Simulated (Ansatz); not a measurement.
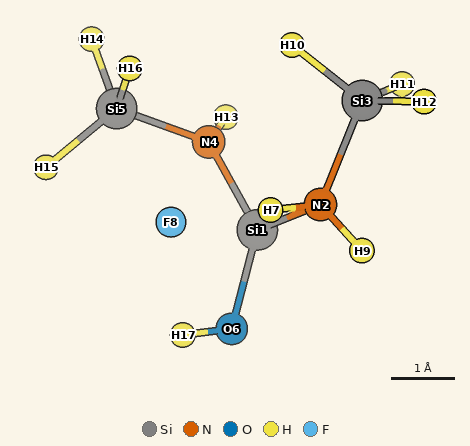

The starting structure (ball-and-stick view, seen at a tilt; atoms are numbered from 1 in the order of the input).

Run report: Si3N2H10OF, geometry relaxation (part 1 of 3)

The run: geometry relaxation of Si3N2H10OF, multiplicity 2. Method and program: UKS PBE0-D4/def2-TZVP (Ansatz 0.2.0).

The geometry is a transition state displaced along its imaginary mode. The reaction was set up to form Si1–F8 and N2–H7 and to break Si1–N2 and H7–F8 (atoms counted from 1 in the order of the input); sticks are drawn by distance alone. Figures and captions count atoms from 1; the log counts them from 0 in places.

## Log
```
Functional definition: PBE0
  name "PBE0"
  cite "Adamo & Barone, J. Chem. Phys. 110, 6158 (1999) doi:10.1063/1.478522"
  cite "Perdew, Burke & Ernzerhof, Phys. Rev. Lett. 77, 3865 (1996) doi:10.1103/PhysRevLett.77.3865"
  parent pbe
  parameter a = 0.25
  parameter kappa = 0.804
  parameter beta = 0.06672455060314922
  exchange = (1 - a)*pbe_x(kappa = kappa, mu = beta*pi^2/3) + a*exact_x
  correlation = pbe_c(beta = beta)
1861 factors; their error is unknown
mean field evaluation 1: about -31513.4625 eV, gradient 6.5e1 eV
mean field evaluation 2: about -31494.3415 eV, gradient 9.2e1 eV
mean field evaluation 4: about -31528.1059 eV, gradient 5.8e0 eV
mean field evaluation 8: about -31528.2329 eV, gradient 1.2e-1 eV
mean field evaluation 16: about -31528.3470 eV, gradient 5.3e-4 eV
mean field -31528.34703482 eV, -1158.6453828485 hartree, gradient 4.8e-5 eV, S^2 0.751580; 0 other end points of the search recorded, 0 dependent functions left out
the calculation of the forces begins
reference -31528.34707723 eV, -1158.6453844068 hartree; 42, 41 occupied and 253, 254 virtual orbitals, 1861 factors
relax step   1: F+E_penalty+E_count = -31528.78973771 eV  Δ(F+E_penalty+E_count) = +0.000e0 eV  max|allowed force component| = 1.560e0 eV/Å  Δτ_max = 0.0000 Å  (33 SCF iters, accepted)
these checks for a lower state are left out or cut short: starts, cluster_reference, orbital_swaps, neighbouring_geometries, increment
1861 factors; their error is unknown
mean field -31528.49816161 eV, -1158.6509366556 hartree, gradient 2.0e-5 eV, S^2 0.751615; 0 other end points of the search recorded, 0 dependent functions left out
[... from here on the field's lines of each further geometry are left out, up to the last ...]
relax step   2: F+E_penalty+E_count = -31528.93766671 eV  Δ(F+E_penalty+E_count) = -1.479e-1 eV  max|allowed force component| = 7.117e-1 eV/Å  Δτ_max = 0.1129 Å  (35 SCF iters, accepted)
relax step   3: F+E_penalty+E_count = -31529.15828387 eV  Δ(F+E_penalty+E_count) = -2.206e-1 eV  max|allowed force component| = 1.103e0 eV/Å  Δτ_max = 0.1957 Å  (39 SCF iters, accepted)
relax step   4: F+E_penalty+E_count = -31529.27024910 eV  Δ(F+E_penalty+E_count) = -1.120e-1 eV  max|allowed force component| = 9.241e-1 eV/Å  Δτ_max = 0.2000 Å  (35 SCF iters, accepted)
relax step   5: F+E_penalty+E_count = -31529.27602466 eV  Δ(F+E_penalty+E_count) = -5.776e-3 eV  max|allowed force component| = 9.817e-1 eV/Å  Δτ_max = 0.2000 Å  (34 SCF iters, accepted)
relax step   6: F+E_penalty+E_count = -31529.36717196 eV  Δ(F+E_penalty+E_count) = -9.115e-2 eV  max|allowed force component| = 3.261e-1 eV/Å  Δτ_max = 0.0888 Å  (35 SCF iters, accepted)
relax step   7: F+E_penalty+E_count = -31529.38056734 eV  Δ(F+E_penalty+E_count) = -1.340e-2 eV  max|allowed force component| = 2.059e-1 eV/Å  Δτ_max = 0.0367 Å  (34 SCF iters, accepted)
relax step   8: F+E_penalty+E_count = -31529.39310383 eV  Δ(F+E_penalty+E_count) = -1.254e-2 eV  max|allowed force component| = 2.428e-1 eV/Å  Δτ_max = 0.0830 Å  (35 SCF iters, accepted)
relax step   9: F+E_penalty+E_count = -31529.41318378 eV  Δ(F+E_penalty+E_count) = -2.008e-2 eV  max|allowed force component| = 4.020e-1 eV/Å  Δτ_max = 0.1182 Å  (34 SCF iters, accepted)
relax step  10: F+E_penalty+E_count = -31529.43801536 eV  Δ(F+E_penalty+E_count) = -2.483e-2 eV  max|allowed force component| = 5.384e-1 eV/Å  Δτ_max = 0.1974 Å  (34 SCF iters, accepted)
relax step  11: F+E_penalty+E_count = -31529.46221601 eV  Δ(F+E_penalty+E_count) = -2.420e-2 eV  max|allowed force component| = 8.159e-1 eV/Å  Δτ_max = 0.1947 Å  (34 SCF iters, accepted)
relax step  12: F+E_penalty+E_count = -31529.48097138 eV  Δ(F+E_penalty+E_count) = -1.876e-2 eV  max|allowed force component| = 7.889e-1 eV/Å  Δτ_max = 0.1948 Å  (35 SCF iters, accepted)
relax step  13: F+E_penalty+E_count = -31529.51092940 eV  Δ(F+E_penalty+E_count) = -2.996e-2 eV  max|allowed force component| = 7.049e-1 eV/Å  Δτ_max = 0.1381 Å  (34 SCF iters, accepted)
relax step  14: F+E_penalty+E_count = -31529.52972603 eV  Δ(F+E_penalty+E_count) = -1.880e-2 eV  max|allowed force component| = 5.121e-1 eV/Å  Δτ_max = 0.1136 Å  (35 SCF iters, accepted)
relax step  15: F+E_penalty+E_count = -31529.54216473 eV  Δ(F+E_penalty+E_count) = -1.244e-2 eV  max|allowed force component| = 2.284e-1 eV/Å  Δτ_max = 0.0533 Å  (34 SCF iters, accepted)
relax step  16: F+E_penalty+E_count = -31529.53450239 eV  Δ(F+E_penalty+E_count) = +7.662e-3 eV  max|allowed force component| = 3.211e-1 eV/Å  Δτ_max = 0.1248 Å  (35 SCF iters, rejected (line search))
relax step  17: F+E_penalty+E_count = -31529.55025015 eV  Δ(F+E_penalty+E_count) = -8.085e-3 eV  max|allowed force component| = 7.506e-2 eV/Å  Δτ_max = 0.0609 Å  (34 SCF iters, accepted)
relax step  18: F+E_penalty+E_count = -31529.55653413 eV  Δ(F+E_penalty+E_count) = -6.284e-3 eV  max|allowed force component| = 6.597e-2 eV/Å  Δτ_max = 0.1000 Å  (34 SCF iters, accepted)
relax step  19: F+E_penalty+E_count = -31529.56115559 eV  Δ(F+E_penalty+E_count) = -4.621e-3 eV  max|allowed force component| = 4.625e-1 eV/Å  Δτ_max = 0.1455 Å  (34 SCF iters, accepted)
relax step  20: F+E_penalty+E_count = -31529.56543730 eV  Δ(F+E_penalty+E_count) = -4.282e-3 eV  max|allowed force component| = 2.238e-1 eV/Å  Δτ_max = 0.0431 Å  (34 SCF iters, accepted)
relax step  21: F+E_penalty+E_count = -31529.57203642 eV  Δ(F+E_penalty+E_count) = -6.599e-3 eV  max|allowed force component| = 2.691e-1 eV/Å  Δτ_max = 0.1771 Å  (33 SCF iters, accepted)
relax step  22: F+E_penalty+E_count = -31529.57775421 eV  Δ(F+E_penalty+E_count) = -5.718e-3 eV  max|allowed force component| = 4.391e-1 eV/Å  Δτ_max = 0.0940 Å  (34 SCF iters, accepted)
relax step  23: F+E_penalty+E_count = -31529.58638074 eV  Δ(F+E_penalty+E_count) = -8.627e-3 eV  max|allowed force component| = 2.629e-1 eV/Å  Δτ_max = 0.1667 Å  (33 SCF iters, accepted)
relax step  24: F+E_penalty+E_count = -31529.59118173 eV  Δ(F+E_penalty+E_count) = -4.801e-3 eV  max|allowed force component| = 2.620e-1 eV/Å  Δτ_max = 0.0977 Å  (34 SCF iters, accepted)
relax step  25: F+E_penalty+E_count = -31529.59584303 eV  Δ(F+E_penalty+E_count) = -4.661e-3 eV  max|allowed force component| = 2.290e-1 eV/Å  Δτ_max = 0.0920 Å  (33 SCF iters, accepted)
relax step  26: F+E_penalty+E_count = -31529.59922160 eV  Δ(F+E_penalty+E_count) = -3.379e-3 eV  max|allowed force component| = 1.453e-1 eV/Å  Δτ_max = 0.0856 Å  (33 SCF iters, accepted)
relax step  27: F+E_penalty+E_count = -31529.60125579 eV  Δ(F+E_penalty+E_count) = -2.034e-3 eV  max|allowed force component| = 1.161e-1 eV/Å  Δτ_max = 0.0362 Å  (34 SCF iters, accepted)
relax step  28: F+E_penalty+E_count = -31529.60194008 eV  Δ(F+E_penalty+E_count) = -6.843e-4 eV  max|allowed force component| = 6.423e-2 eV/Å  Δτ_max = 0.0249 Å  (35 SCF iters, accepted)
relax step  29: F+E_penalty+E_count = -31529.60236417 eV  Δ(F+E_penalty+E_count) = -4.241e-4 eV  max|allowed force component| = 3.964e-2 eV/Å  Δτ_max = 0.0115 Å  (36 SCF iters, accepted)
relax step  30: F+E_penalty+E_count = -31529.60265701 eV  Δ(F+E_penalty+E_count) = -2.928e-4 eV  max|allowed force component| = 3.232e-2 eV/Å  Δτ_max = 0.0183 Å  (35 SCF iters, accepted)
relax step  31: F+E_penalty+E_count = -31529.60275497 eV  Δ(F+E_penalty+E_count) = -9.796e-5 eV  max|allowed force component| = 1.781e-2 eV/Å  Δτ_max = 0.0098 Å  (29 SCF iters, accepted)
relax step  32: F+E_penalty+E_count = -31529.60284531 eV  Δ(F+E_penalty+E_count) = -9.034e-5 eV  max|allowed force component| = 1.717e-2 eV/Å  Δτ_max = 0.0112 Å  (36 SCF iters, accepted)
relax step  33: F+E_penalty+E_count = -31529.60289550 eV  Δ(F+E_penalty+E_count) = -5.019e-5 eV  max|allowed force component| = 1.350e-2 eV/Å  Δτ_max = 0.0096 Å  (28 SCF iters, accepted)
relax step  34: F+E_penalty+E_count = -31529.60294715 eV  Δ(F+E_penalty+E_count) = -5.165e-5 eV  max|allowed force component| = 1.567e-2 eV/Å  Δτ_max = 0.0178 Å  (35 SCF iters, accepted)
relax step  35: F+E_penalty+E_count = -31529.60299240 eV  Δ(F+E_penalty+E_count) = -4.525e-5 eV  max|allowed force component| = 1.910e-2 eV/Å  Δτ_max = 0.0164 Å  (35 SCF iters, accepted)
relax step  36: F+E_penalty+E_count = -31529.60301937 eV  Δ(F+E_penalty+E_count) = -2.696e-5 eV  max|allowed force component| = 1.295e-2 eV/Å  Δτ_max = 0.0125 Å  (28 SCF iters, accepted)
the calculation of the forces begins
reference -31529.16302180 eV, -1158.6753698170 hartree; 42, 41 occupied and 253, 254 virtual orbitals, 1861 factors
relax step  37: F+E_penalty+E_count = -31529.60302825 eV  Δ(F+E_penalty+E_count) = -8.884e-6 eV  max|allowed force component| = 4.598e-3 eV/Å  Δτ_max = 0.0036 Å  (26 SCF iters, accepted)
1861 factors; their error is unknown
mean field evaluation 288: about -31529.1630 eV, gradient 3.6e-5 eV
```

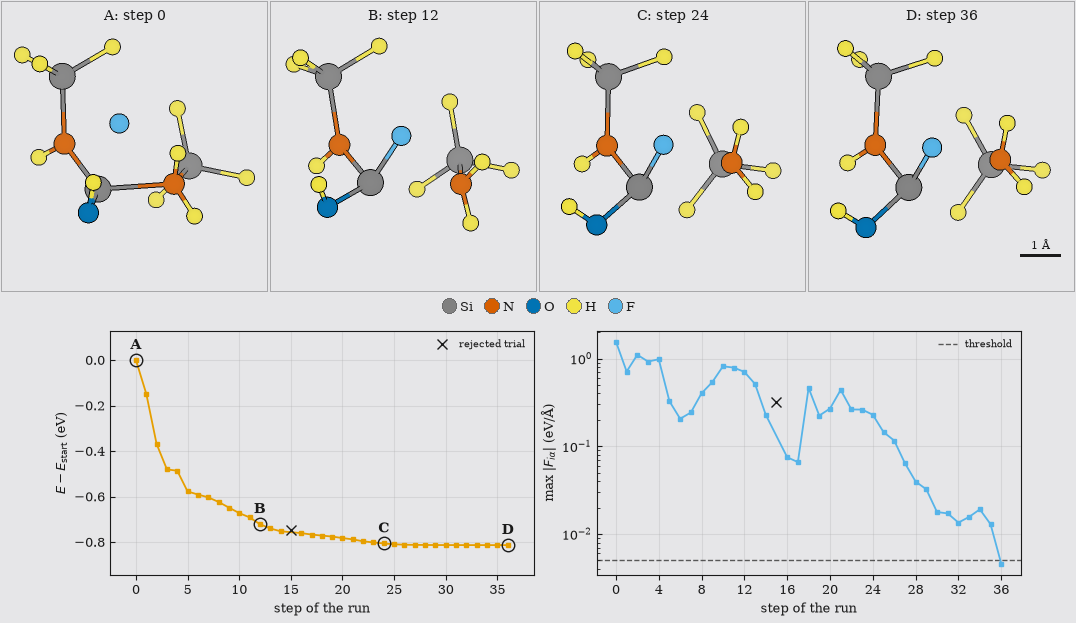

Frames of the relaxation (ball-and-stick view, seen at an oblique angle) above the curves, on which the letters mark them (the first geometry is step 0 here and step 1 in the log).

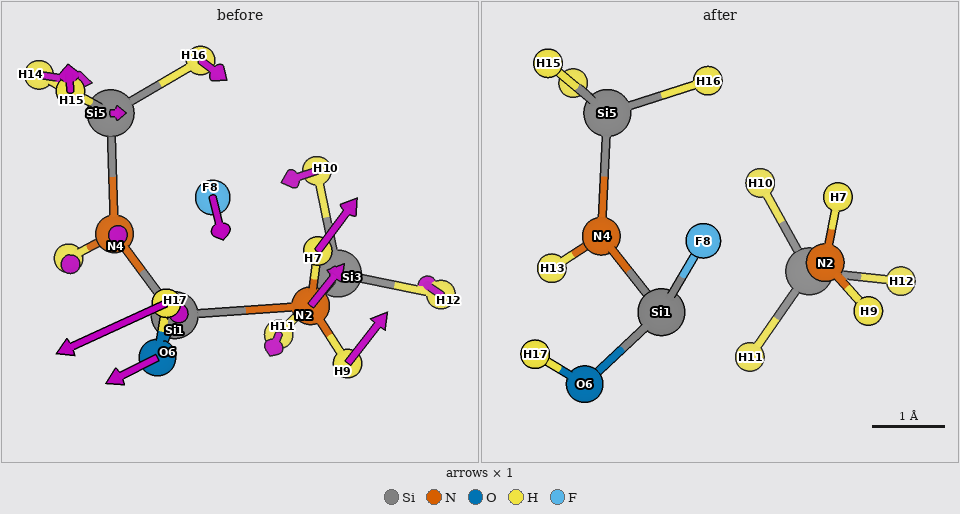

Before (left) and after (right) the relaxation, at one scale (ball-and-stick view, seen at an oblique angle). The pink arrows give the displacements, at true length. Over 36 geometry steps the energy falls by 0.813 eV. The largest force component goes from 1.6 to 0.0046 eV/Å. The line search rejected the trial step at point 15 (counted from 0) and went back. H17 moves most after the best rigid fit: 1.73 Å. Largest moves by element: H 1.73 Å, F 1.01 Å, O 0.84 Å, N 0.79 Å, Si 0.61 Å. Among the contacts that change: Si1–N2 1.945 → 2.650 Å, Si1–F8 1.965 → 1.616 Å, N2–Si3 1.808 → 1.741 Å, N2–H7 0.984 → 1.011 Å. Bonds break: Si1–N2 (1.95 → 2.65 Å). Among the angles that change: N4–Si1–O6 133.0° → 109.9°, Si1–O6–H17 106.4° → 116.7°, Si1–N4–Si5 120.6° → 128.8°. (Atoms are counted from 1 in the order of the input.)

```
mean field -31529.16297891 eV, -1158.6753682408 hartree, gradient 2.5e-5 eV, S^2 0.751825; 1 other end points of the search recorded, 0 dependent functions left out
the calculation of the forces begins
reference -31529.16302180 eV, -1158.6753698170 hartree; 42, 41 occupied and 253, 254 virtual orbitals, 1861 factors
Total energy: -31529.60307114 eV, -1158.6915413318 hartree
Atom 0 at    -1.044910    -1.291285     0.052582 Å, force     0.003114    -0.001458     0.000519 eV/Å
Atom 1 at     1.044768    -0.581460    -1.414088 Å, force    -0.000537    -0.000405     0.000466 eV/Å
Atom 2 at     0.735476     1.024996    -2.009221 Å, force     0.001360    -0.000565    -0.000144 eV/Å
Atom 3 at    -0.957347     0.219473     0.884297 Å, force    -0.001490     0.002889    -0.000003 eV/Å
Atom 4 at     0.289009     0.814429     1.922318 Å, force     0.002581     0.000214     0.000850 eV/Å
Atom 5 at    -2.486223    -2.025888     0.373991 Å, force    -0.004598    -0.000512     0.002785 eV/Å
Atom 6 at     1.820830    -0.704158    -0.778316 Å, force    -0.000298    -0.000543    -0.000912 eV/Å
Atom 7 at     0.109130    -2.173280     0.760903 Å, force    -0.000149     0.000957    -0.001079 eV/Å
Atom 8 at     1.028801    -1.342295    -2.078129 Å, force     0.001132     0.000904     0.000326 eV/Å
Atom 9 at     1.078095     1.973003    -0.922842 Å, force    -0.000896     0.000142     0.000739 eV/Å
Atom 10 at    -0.701073     1.128429    -2.366888 Å, force     0.000504    -0.000018     0.000502 eV/Å
Atom 11 at     1.537548     1.368811    -3.216772 Å, force    -0.000659    -0.000353    -0.000765 eV/Å
Atom 12 at    -1.787994     0.789846     0.815324 Å, force    -0.000243    -0.000880     0.000227 eV/Å
Atom 13 at     0.182943     2.296061     1.991449 Å, force    -0.000294    -0.002512     0.000159 eV/Å
Atom 14 at     0.207894     0.278434     3.308894 Å, force    -0.000858     0.001098    -0.000599 eV/Å
Atom 15 at     1.621122     0.442045     1.378702 Å, force    -0.000773     0.000489    -0.000241 eV/Å
Atom 16 at    -2.677870    -2.217062     1.297795 Å, force     0.002105     0.000554    -0.002830 eV/Å
Dipole moment:     0.136977     0.203218    -0.071216 e Å
```

## Trajectory as extended XYZ (Å, eV, eV/Å), 37 frames, from step=1 to step=37
```
17
Properties=species:S:1:pos:R:3:forces:R:3 step=1 energy=-31528.78974
Si   -1.1624   -0.7190   -0.1848    0.4383  -0.4707   0.5226
N     0.3355   -0.7920   -1.4236   -1.2126   0.5962  -1.4998
Si    0.8922    0.8200   -2.0224   -0.1003  -0.1641   0.0021
N    -1.0467    0.7096    0.7368   -0.3108   0.2497  -0.0723
Si    0.0446    0.8038    2.1028   -0.1523   0.3935   0.1655
O    -1.7127   -2.2349    0.1572    0.4187  -0.2759   0.4974
H     0.9300   -1.1465   -0.7244    1.5604  -0.8578   1.1189
F     0.3450   -1.2156    0.9746   -0.3381   0.1228  -0.4417
H     0.1881   -1.4956   -2.1518    0.0062   0.2930   0.2352
H     1.6289    1.4437   -0.9110    0.0291   0.0231   0.0062
H    -0.3045    1.5798   -2.4364    0.0022  -0.0038  -0.0083
H     1.7678    0.5245   -3.1787    0.0377   0.0722  -0.0451
H    -1.7634    1.4151    0.6243    0.1820  -0.0774   0.0571
H    -0.3606    2.1268    2.6978    0.0873  -0.0632   0.0100
H    -0.1455   -0.1889    3.1852    0.0121   0.0246   0.0147
H     1.4679    0.9741    1.7152    0.0132  -0.0506   0.0323
H    -1.1041   -2.6047    0.8392   -0.6729   0.1883  -0.5948
17
Properties=species:S:1:pos:R:3:forces:R:3 step=2 energy=-31528.93767
Si   -1.1269   -0.7403   -0.1645    0.7091  -0.3298   0.5150
N     0.3569   -0.8041   -1.4320   -0.1957   0.1153  -0.2711
Si    0.8837    0.8164   -2.0311   -0.0020  -0.0822   0.0013
N    -1.0444    0.7010    0.7488   -0.1370   0.1602   0.0710
Si    0.0274    0.8306    2.1300   -0.0348   0.3718   0.0743
O    -1.7332   -2.2443    0.1421    0.2664  -0.0127   0.3031
H     1.0201   -1.1995   -0.7668    0.3653  -0.1847  -0.0440
F     0.3742   -1.2191    0.9644   -0.7117   0.0376  -0.5158
H     0.1609   -1.4753   -2.1725    0.0208   0.1042   0.0870
H     1.6315    1.4464   -0.9290    0.0043   0.0116   0.0105
H    -0.3225    1.5690   -2.4313   -0.0163  -0.0281   0.0160
H     1.7546    0.5619   -3.2035    0.0057   0.0278  -0.0113
H    -1.7450    1.4125    0.6005    0.0637  -0.0433   0.0557
H    -0.3529    2.1589    2.7211    0.0069  -0.0392  -0.0332
H    -0.1626   -0.1496    3.2234   -0.0259  -0.0376  -0.0259
H     1.4586    0.9717    1.7581   -0.0042  -0.0299   0.0181
H    -1.1802   -2.6361    0.8421   -0.3145  -0.0409  -0.2506
17
Properties=species:S:1:pos:R:3:forces:R:3 step=3 energy=-31529.15828
Si   -1.0319   -0.7820   -0.1000    0.0375  -0.1895   0.1497
N     0.3934   -0.8222   -1.4558    1.0895  -0.5396   0.4042
Si    0.8852    0.8130   -2.0366    0.0511  -0.0326  -0.0585
N    -1.0318    0.6920    0.7845   -0.0670   0.3669   0.2165
Si    0.0112    0.9040    2.1796   -0.2242   0.3284  -0.1224
O    -1.7461   -2.2597    0.1435   -0.1605   0.0666  -0.0003
H     1.1555   -1.2859   -0.8786   -0.9497   0.5752  -1.1035
F     0.2969   -1.2396    0.8898    0.3172  -0.3369   0.3399
H     0.1119   -1.4363   -2.2189    0.0836   0.0394   0.1155
H     1.6428    1.4445   -0.9398   -0.0083  -0.0081   0.0106
H    -0.3406    1.5499   -2.4081   -0.0096  -0.0378   0.0342
H     1.7459    0.6096   -3.2311   -0.0222   0.0237   0.0395
H    -1.7261    1.3948    0.5830    0.0210  -0.0289   0.0573
H    -0.3586    2.2341    2.7526   -0.0010  -0.0003  -0.0138
H    -0.1805   -0.0921    3.2600   -0.0057  -0.0456  -0.0183
H     1.4515    0.9895    1.8193   -0.0181  -0.0342   0.0013
H    -1.2786   -2.7133    0.8568   -0.1334  -0.1466  -0.0518
17
Properties=species:S:1:pos:R:3:forces:R:3 step=4 energy=-31529.27025
Si   -0.9604   -0.8324   -0.0604   -0.3192  -0.4390   0.2057
N     0.4421   -0.8415   -1.4787    0.9241  -0.5429   0.6222
Si    0.8770    0.8275   -2.0169    0.0387  -0.0494  -0.0160
N    -0.9810    0.6614    0.7989   -0.0088   0.3343   0.1609
Si    0.0096    0.9858    2.1998    0.0271   0.0112  -0.0787
O    -1.8124   -2.2528    0.1184   -0.0958   0.1528  -0.0495
H     1.2381   -1.3324   -0.9980   -0.6989   0.4756  -0.7376
F     0.2556   -1.4149    0.9769    0.2823   0.2034  -0.3441
H     0.1095   -1.4207   -2.2506    0.0633   0.0675   0.1932
H     1.6439    1.4422   -0.9153   -0.0078  -0.0224  -0.0093
H    -0.3831    1.5332   -2.3283    0.0022  -0.0318   0.0242
H     1.7120    0.6871   -3.2368   -0.0136   0.0222   0.0207
H    -1.6551    1.3624    0.5277    0.0394  -0.1028   0.0076
H    -0.3909    2.3179    2.7420   -0.0254  -0.0355  -0.0278
H    -0.1484   -0.0387    3.2630    0.0012   0.0974   0.0253
H     1.4523    1.0798    1.8257   -0.0649  -0.0208   0.0679
H    -1.4087   -2.7638    0.8326   -0.1437  -0.1198  -0.0646
17
Properties=species:S:1:pos:R:3:forces:R:3 step=5 energy=-31529.27602
Si   -1.0325   -0.8714   -0.0325    0.9817   0.3142   0.3053
N     0.5091   -0.8612   -1.4711    0.0779  -0.0015  -0.6038
Si    0.8977    0.8109   -1.9973   -0.2397  -0.1376   0.1921
N    -0.9816    0.6572    0.8299   -0.1341  -0.3909  -0.1924
Si    0.0311    1.0500    2.1927   -0.3425  -0.1014   0.1015
O    -1.9119   -2.2659    0.1234   -0.1274  -0.0904   0.1605
H     1.3623   -1.3365   -1.1547   -0.4134  -0.0072   0.1146
F     0.2426   -1.4501    0.8890    0.0248  -0.1108   0.2933
H     0.1125   -1.4080   -2.2352    0.1289   0.0706   0.0472
H     1.6826    1.3926   -0.8949    0.0598   0.0863   0.0098
H    -0.4089    1.4708   -2.2039    0.0658   0.0777  -0.0791
H     1.6942    0.7585   -3.2454    0.0049   0.0268  -0.0621
H    -1.6552    1.3500    0.5420   -0.0111   0.0368   0.0723
H    -0.4530    2.3709    2.6834    0.1533   0.0954  -0.0724
H    -0.0709    0.1194    3.3376   -0.1565  -0.1546   0.0391
H     1.4776    1.0874    1.8843    0.1088   0.1678  -0.2039
H    -1.4956   -2.8746    0.7529   -0.1812   0.1189  -0.1220
```
